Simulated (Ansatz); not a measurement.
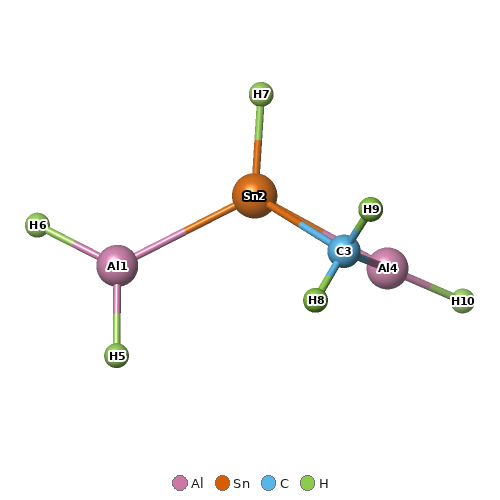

The system is CH6Al2Sn, SMILES [AlH2][SnH]1[CH2][AlH]1; the picture shows the reference structure. Coordinates scanned: (1) angle H5–Al1–Sn2; (2) dihedral H5–Al1–Sn2–C3. Nothing is relaxed (all other coordinates rigid). The scan uses a 15 × 15 grid. All energies are given in eV relative to the lowest grid point. Method: RKS PBE0-D4/def2-SVP in Ansatz.

Its coordinates:

```json
{"atom": "Al", "x (Å)": "-1.5887", "y (Å)": "1.8212", "z (Å)": "0.8389"}
{"atom": "Sn", "x (Å)": "0.4709", "y (Å)": "0.7953", "z (Å)": "-0.3818"}
{"atom": "C", "x (Å)": "0.8790", "y (Å)": "-1.3608", "z (Å)": "0.3007"}
{"atom": "Al", "x (Å)": "0.4654", "y (Å)": "-1.4826", "z (Å)": "-1.5753"}
{"atom": "H", "x (Å)": "-2.6866", "y (Å)": "0.8004", "z (Å)": "1.3814"}
{"atom": "H", "x (Å)": "-1.8322", "y (Å)": "3.3901", "z (Å)": "0.9567"}
{"atom": "H", "x (Å)": "1.9546", "y (Å)": "1.6570", "z (Å)": "-0.4582"}
{"atom": "H", "x (Å)": "0.1339", "y (Å)": "-1.6550", "z (Å)": "1.0565"}
{"atom": "H", "x (Å)": "1.8935", "y (Å)": "-1.5361", "z (Å)": "0.6902"}
{"atom": "H", "x (Å)": "0.3931", "y (Å)": "-2.4806", "z (Å)": "-2.8063"}
```

Range: angle H5–Al1–Sn2 from 71.9 to 161.9°; dihedral H5–Al1–Sn2–C3 from −180 to 156°.

### Predict the map.

The lowest grid point is at angle H5–Al1–Sn2 = 116.9°, dihedral H5–Al1–Sn2–C3 = −36°. There is a further well near angle H5–Al1–Sn2 = 116.9°, dihedral H5–Al1–Sn2–C3 = 156° (0.022 eV above the lowest at that grid point). The highest grid point, angle H5–Al1–Sn2 = 71.9°, dihedral H5–Al1–Sn2–C3 = 84°, lies 1.40 eV above the lowest. On the interpolated surface the easiest way out of the lowest well to the well at about angle H5–Al1–Sn2 = 119°, dihedral H5–Al1–Sn2–C3 = 155° passes a barrier of about 0.17 eV. Round the minimum the two coordinates are nearly uncoupled.

| dihedral H5–Al1–Sn2–C3 ↓, angle H5–Al1–Sn2 → | 71.9 | 78.3 | 84.7 | 91.1 | 97.6 | 104.0 | 110.4 | 116.9 | 123.3 | 129.7 | 136.1 | 142.6 | 149.0 | 155.4 | 161.9 |
| --- | --- | --- | --- | --- | --- | --- | --- | --- | --- | --- | --- | --- | --- | --- | --- |
| 156 | 1.20 | 0.90 | 0.64 | 0.43 | 0.26 | 0.14 | 0.06 | 0.02 | 0.03 | 0.07 | 0.16 | 0.30 | 0.48 | 0.72 | 1.00 |
| 132 | 1.24 | 0.94 | 0.68 | 0.46 | 0.29 | 0.17 | 0.08 | 0.04 | 0.04 | 0.09 | 0.18 | 0.31 | 0.49 | 0.72 | 1.00 |
| 108 | 1.33 | 1.02 | 0.76 | 0.54 | 0.36 | 0.23 | 0.14 | 0.10 | 0.10 | 0.14 | 0.22 | 0.36 | 0.54 | 0.77 | 1.05 |
| 84 | 1.40 | 1.09 | 0.83 | 0.61 | 0.42 | 0.29 | 0.20 | 0.15 | 0.15 | 0.19 | 0.28 | 0.41 | 0.59 | 0.82 | 1.11 |
| 60 | 1.37 | 1.08 | 0.82 | 0.60 | 0.43 | 0.30 | 0.21 | 0.17 | 0.17 | 0.21 | 0.30 | 0.43 | 0.62 | 0.85 | 1.14 |
| 36 | 1.25 | 0.97 | 0.72 | 0.52 | 0.36 | 0.24 | 0.16 | 0.12 | 0.13 | 0.18 | 0.27 | 0.41 | 0.60 | 0.84 | 1.13 |
| 12 | 1.13 | 0.85 | 0.61 | 0.41 | 0.26 | 0.15 | 0.08 | 0.05 | 0.07 | 0.12 | 0.22 | 0.37 | 0.56 | 0.80 | 1.09 |
| −12 | 1.06 | 0.77 | 0.53 | 0.34 | 0.19 | 0.09 | 0.03 | 0.00 | 0.02 | 0.08 | 0.19 | 0.34 | 0.53 | 0.77 | 1.07 |
| −36 | 1.06 | 0.77 | 0.53 | 0.34 | 0.19 | 0.08 | 0.02 | 0.00 | 0.02 | 0.08 | 0.19 | 0.34 | 0.54 | 0.78 | 1.07 |
| −60 | 1.15 | 0.85 | 0.60 | 0.40 | 0.25 | 0.14 | 0.07 | 0.05 | 0.06 | 0.13 | 0.23 | 0.38 | 0.58 | 0.82 | 1.11 |
| −84 | 1.28 | 0.98 | 0.72 | 0.51 | 0.34 | 0.22 | 0.15 | 0.12 | 0.13 | 0.19 | 0.29 | 0.44 | 0.63 | 0.87 | 1.17 |
| −108 | 1.38 | 1.07 | 0.80 | 0.58 | 0.41 | 0.28 | 0.20 | 0.17 | 0.17 | 0.23 | 0.32 | 0.47 | 0.66 | 0.90 | 1.20 |
| −132 | 1.38 | 1.07 | 0.80 | 0.58 | 0.41 | 0.28 | 0.20 | 0.16 | 0.17 | 0.22 | 0.31 | 0.46 | 0.65 | 0.89 | 1.18 |
| −156 | 1.31 | 1.00 | 0.74 | 0.52 | 0.35 | 0.22 | 0.14 | 0.11 | 0.11 | 0.16 | 0.26 | 0.40 | 0.59 | 0.83 | 1.12 |
| −180 | 1.23 | 0.92 | 0.66 | 0.45 | 0.29 | 0.16 | 0.09 | 0.05 | 0.06 | 0.10 | 0.20 | 0.34 | 0.52 | 0.76 | 1.05 |

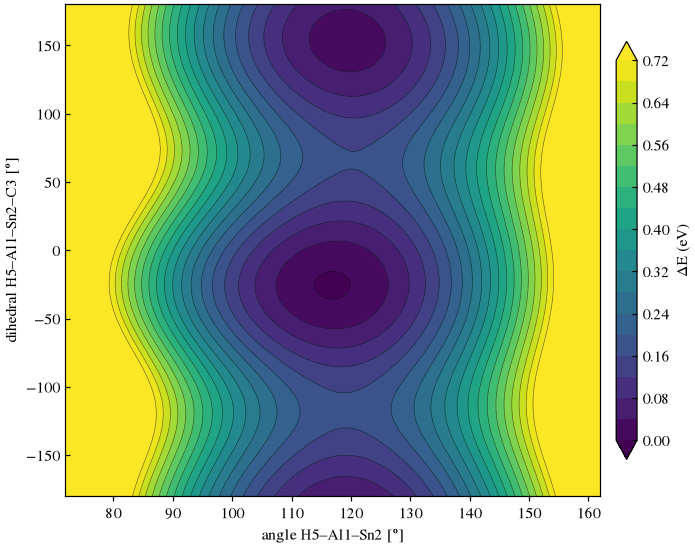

Drawn: filled contours, one colour for all values above the top of the scale. Between grid points the surface is interpolated.

Time for the 225 points that were run: 26 min on 1 thread of Arm Neoverse V2 (shared host).
